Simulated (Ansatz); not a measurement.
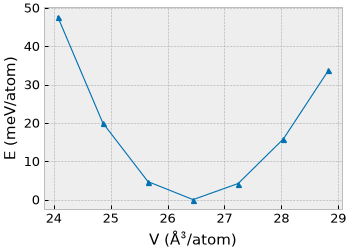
Figure: InP (zinc blende, F-43m) under volume change, DFT-PBE in the program Ansatz with PAW potentials, scaled uniformly.

**Question.** What does a third-order Birch–Murnaghan fit give for V₀, B₀ and B′?

**Answer.** V₀ = 26.45 Å³/atom, B₀ = 59.2 GPa, B′ = 4.8.

Symmetry was held in the PBE relaxation; of distortions, only those at the zone centre were tested.

Potentials: the later of the program's two PAW sets.
